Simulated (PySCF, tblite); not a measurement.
# C₅H₁₂Si₂: dynamics, then NMR shifts on frames, part 2 of 2

tblite 0.8.0 and PySCF 2.14.0. Atoms count from 0. Earlier steps stand in the parts before.

## Step 6: Nuclear shieldings: 800 fs, PBE0/pcSseg-1

The job: settings as JSON, then the geometry in Å.

```
{"job": {"kind": "nmr", "xc": "PBE0", "basis": "pcSseg-1", "pop": false}, "charge": 0, "multiplicity": 1}
C     -2.048000    -0.191900    -0.414400
Si    -0.967100     1.300400     0.112800
C      0.163100     0.050000     1.016200
C      1.646200     0.019900     1.004100
C      2.406300     1.242000     1.298100
C      2.489300     0.660700    -0.056900
Si    -0.802300    -1.413500     0.364000
H     -2.192100    -0.250400    -1.470400
H     -3.043100    -0.169500    -0.049800
H     -0.386100     1.860000    -1.081800
H     -1.864800     2.251900     0.853000
H     -0.039900     0.112600     2.120800
H      2.082200    -0.924400     1.297100
H      3.172800     1.211200     2.045100
H      1.841300     2.169600     1.314500
H      3.398600     0.180000    -0.385700
H      2.014900     1.265800    -0.842800
H     -0.062100    -2.369800    -0.414100
H     -1.418000    -2.056800     1.453000
```

With the program's defaults for keys left out, this is: GIAO PBE0/pcSseg-1 NMR shielding, non-relativistic, gas phase.

The log of the run:

```text
coarse grid: 16120 points
cycle   1  E = -776.0280197182  dE =  9.264e-01  |g| = 5.407e-01  |ddm| = 3.946e+00
cycle   2  E = -775.9777701028  dE =  5.025e-02  |g| = 6.851e-01  |ddm| = 1.238e+00
cycle   3  E = -776.1059735210  dE = -1.282e-01  |g| = 5.183e-02  |ddm| = 8.020e-01
cycle   4  E = -776.1065007037  dE = -5.272e-04  |g| = 2.882e-02  |ddm| = 9.589e-02
cycle   5  E = -776.1067023842  dE = -2.017e-04  |g| = 6.029e-03  |ddm| = 3.328e-02
cycle   6  E = -776.1067103651  dE = -7.981e-06  |g| = 1.647e-03  |ddm| = 7.496e-03
final grid: 144360 points
cycle   7  E = -776.1473523154  dE = -3.802e-05  |g| = 8.190e-03  |ddm| = 3.357e-02
cycle   8  E = -776.1473413874  dE =  1.093e-05  |g| = 1.041e-02  |ddm| = 1.868e-02
cycle   9  E = -776.1473698958  dE = -2.851e-05  |g| = 5.533e-04  |ddm| = 1.063e-02
cycle  10  E = -776.1473699499  dE = -5.412e-08  |g| = 2.580e-04  |ddm| = 8.001e-04
cycle  11  E = -776.1473699658  dE = -1.596e-08  |g| = 4.862e-05  |ddm| = 2.699e-04
cycle  12  E = -776.1473699663  dE = -4.627e-10  |g| = 1.638e-05  |ddm| = 7.252e-05
converged SCF energy = -776.1473699663

GIAO shielding tensors (ppm)
atom      isotropic    diamagn.    paramagn.     s11        s22        s33       span
  0 C      204.221     258.582     -54.361    194.174    205.596    212.895     18.720
  1 Si     391.118     881.212    -490.094    344.852    389.893    438.608     93.756
  2 C      168.409     255.987     -87.579    136.982    173.677    194.566     57.583
  3 C      178.061     242.993     -64.932    146.820    162.982    224.381     77.560
  4 C      177.985     257.498     -79.513    145.482    175.664    212.810     67.328
  5 C      179.477     250.217     -70.740    150.276    175.722    212.433     62.157
  6 Si     384.900     881.781    -496.882    340.751    370.491    443.457    102.705
  7 H       32.164      32.519      -0.356     27.423     28.744     40.325     12.902
  8 H       32.288      31.664       0.624     27.677     28.341     40.846     13.169
  9 H       27.186      30.867      -3.681     23.384     26.836     31.339      7.955
 10 H       26.347      29.164      -2.816     22.346     24.592     32.104      9.758
 11 H       28.710      31.270      -2.560     23.054     29.721     33.354     10.300
 12 H       31.336      30.811       0.524     23.418     29.721     40.868     17.450
 13 H       31.134      30.550       0.584     25.222     26.917     41.261     16.039
 14 H       32.174      31.730       0.443     26.002     30.729     39.791     13.789
 15 H       31.241      29.909       1.332     25.462     26.639     41.624     16.162
 16 H       30.896      30.887       0.009     25.006     29.020     38.663     13.657
 17 H       27.254      30.581      -3.326     23.885     25.730     32.148      8.263
 18 H       27.408      31.404      -3.996     23.830     25.540     32.854      9.024
```

Run time: 27 s. Hardware: 1 thread of Intel Xeon Platinum 8488C, shared host; peak memory 0.91 GiB.

In short: δ C2 18.5, C4 8.9, C3 8.9, C5 7.4, H10 5.37, H9 4.53 ppm.

## Step 7: Shielding tensors: 1000 fs, PBE0/pcSseg-1

The job: settings as JSON, then the geometry in Å.

```
{"job": {"kind": "nmr", "xc": "PBE0", "basis": "pcSseg-1", "pop": false}, "charge": 0, "multiplicity": 1}
C     -1.944000     0.317500    -0.501500
Si    -0.557900     1.539000    -0.023000
C      0.156600    -0.008900     0.930000
C      1.613500    -0.202200     0.851200
C      2.510200     1.020100     0.801000
C      2.404500     0.103500    -0.367500
Si    -0.955400    -1.248000     0.071100
H     -2.471600     0.373900    -1.505600
H     -2.821500     0.375200     0.213100
H      0.043000     1.894600    -1.287000
H     -1.050800     2.665000     0.836300
H     -0.177200     0.234800     1.958400
H      2.069800    -1.100900     1.382100
H      3.399900     1.048300     1.410400
H      2.047500     1.947900     0.739800
H      3.266900    -0.484300    -0.573300
H      1.929300     0.558600    -1.256200
H     -0.469000    -1.821400    -1.276700
H     -1.758700    -2.145400     0.954000
```

Level: GIAO PBE0/pcSseg-1 NMR shielding, non-relativistic, gas phase.

The log of the run:

```text
coarse grid: 16120 points
cycle   1  E = -776.0189437797  dE =  7.629e-01  |g| = 5.350e-01  |ddm| = 3.922e+00
cycle   2  E = -775.9547430258  dE =  6.420e-02  |g| = 7.146e-01  |ddm| = 1.275e+00
cycle   3  E = -776.0961856169  dE = -1.414e-01  |g| = 6.135e-02  |ddm| = 8.335e-01
cycle   4  E = -776.0969657110  dE = -7.801e-04  |g| = 3.087e-02  |ddm| = 1.053e-01
cycle   5  E = -776.0971976574  dE = -2.319e-04  |g| = 6.533e-03  |ddm| = 3.455e-02
cycle   6  E = -776.0972066285  dE = -8.971e-06  |g| = 1.839e-03  |ddm| = 8.250e-03
final grid: 144360 points
cycle   7  E = -776.1387717129  dE = -3.529e-05  |g| = 7.693e-03  |ddm| = 3.540e-02
cycle   8  E = -776.1387605888  dE =  1.112e-05  |g| = 1.004e-02  |ddm| = 1.727e-02
cycle   9  E = -776.1387872037  dE = -2.661e-05  |g| = 6.688e-04  |ddm| = 1.015e-02
cycle  10  E = -776.1387872878  dE = -8.417e-08  |g| = 2.873e-04  |ddm| = 9.135e-04
cycle  11  E = -776.1387873086  dE = -2.079e-08  |g| = 4.328e-05  |ddm| = 3.204e-04
cycle  12  E = -776.1387873090  dE = -3.545e-10  |g| = 1.739e-05  |ddm| = 7.615e-05
converged SCF energy = -776.1387873090

GIAO shielding tensors (ppm)
atom      isotropic    diamagn.    paramagn.     s11        s22        s33       span
  0 C      193.689     256.028     -62.339    176.800    196.590    207.677     30.877
  1 Si     393.963     881.185    -487.221    365.534    386.316    430.040     64.506
  2 C      154.579     255.894    -101.315    111.633    162.565    189.539     77.906
  3 C      173.803     242.422     -68.619    142.151    160.547    218.711     76.559
  4 C      179.670     256.749     -77.079    143.394    176.499    219.118     75.724
  5 C      178.462     250.599     -72.138    149.102    178.812    207.470     58.368
  6 Si     389.036     880.369    -491.333    356.003    378.804    432.302     76.300
  7 H       30.559      29.394       1.166     25.699     26.482     39.498     13.799
  8 H       30.270      29.864       0.405     26.667     27.368     36.774     10.108
  9 H       27.174      30.751      -3.577     23.721     27.188     30.613      6.891
 10 H       26.645      29.566      -2.920     22.838     24.419     32.678      9.840
 11 H       28.914      31.776      -2.863     25.351     28.760     32.630      7.280
 12 H       29.894      28.779       1.115     22.292     27.682     39.708     17.416
 13 H       31.332      30.286       1.046     25.050     26.757     42.190     17.140
 14 H       33.637      33.834      -0.197     26.789     33.124     41.000     14.211
 15 H       31.581      30.387       1.193     25.641     26.884     42.217     16.575
 16 H       30.543      30.645      -0.102     24.829     29.159     37.642     12.814
 17 H       25.671      28.781      -3.111     22.976     24.354     29.682      6.706
 18 H       26.414      29.342      -2.929     23.030     23.739     32.473      9.443
```

Run time: 27 s. Hardware: 1 thread of Intel Xeon Platinum 8488C, shared host; peak memory 0.95 GiB.

This run: δ C2 32.3, C3 13.1, C5 8.5, C4 7.3, H17 6.05, H18 5.30 ppm.

## Step 8: Comparing the runs: NMR shifts

Shifts (ppm) of some atoms, chosen among heavy atoms and hydrogens apart, with basis size and wall time:

| frame | C2 | C3 | C0 | H14 | H8 | Si6 | Si1 | functions | time |
| --- | --- | --- | --- | --- | --- | --- | --- | --- | --- |
| 250 fs | 27.4 | 9.8 | -4.3 | 0.86 | 0.15 | -27.2 | -39.7 | 193 | 30 s |
| 425 fs | 28.1 | 14.9 | -9.0 | -0.58 | -0.37 | -37.2 | -47.5 | 193 | 29 s |
| 625 fs | 20.3 | 13.9 | -8.1 | -0.80 | 0.57 | -36.5 | -41.5 | 193 | 28 s |
| 800 fs | 18.5 | 8.9 | -17.3 | -0.46 | -0.57 | -35.7 | -42.0 | 193 | 27 s |
| 1000 fs | 32.3 | 13.1 | -6.8 | -1.92 | 1.45 | -39.9 | -44.8 | 193 | 27 s |

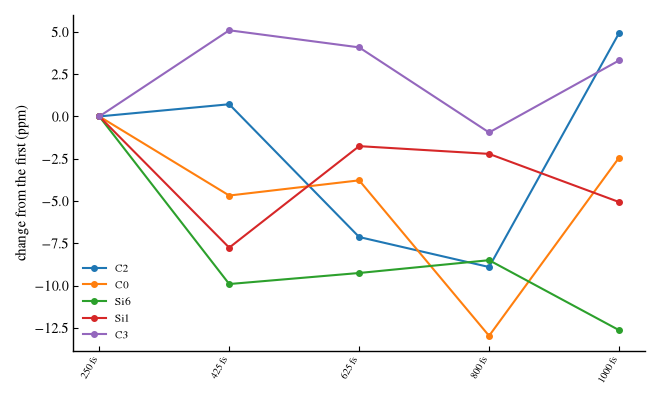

How five of the tabulated atoms move from run to run.

## Step 9: Results

The summary covers parts 1 to 2.

| quantity | value |
| --- | --- |
| thermostat | 300 K |
| mean temperature, second half | 277 K |
| mean potential energy above the minimum | 0.68 eV |
| ¹³C shifts against TMS (PBE0/pcSseg-1, 250 fs) | 27.4, 11.4, 9.8, 7.3, -4.3 ppm |
| ¹H shifts against TMS (PBE0/pcSseg-1, 250 fs) | 5.39, 5.30, 5.06, 4.63, 2.41, 0.86, 0.84, 0.69, 0.49, 0.15, 0.14, -0.05 ppm |
| ²⁹Si shifts against TMS (PBE0/pcSseg-1, 250 fs) | -27.2, -39.7 ppm |
| range of the shift of C2 | 18.5 to 32.3 ppm |

In words: In the second half the potential energy averages 0.68 eV above the minimum; equipartition over 51 harmonic modes at 300 K would give 0.66 eV. With 19 atoms the temperature swings widely (150 to 356 K). Shifts at one fixed geometry are not the observed spectrum, which averages over the motion. In the first frame run (250 fs): The largest span, 97 ppm, is at Si1, where the paramagnetic term is -491 ppm. In ppm, C2 moves most: its shift spreads over 13.8 ppm, from 18.5 (800 fs) to 32.3 (1000 fs).
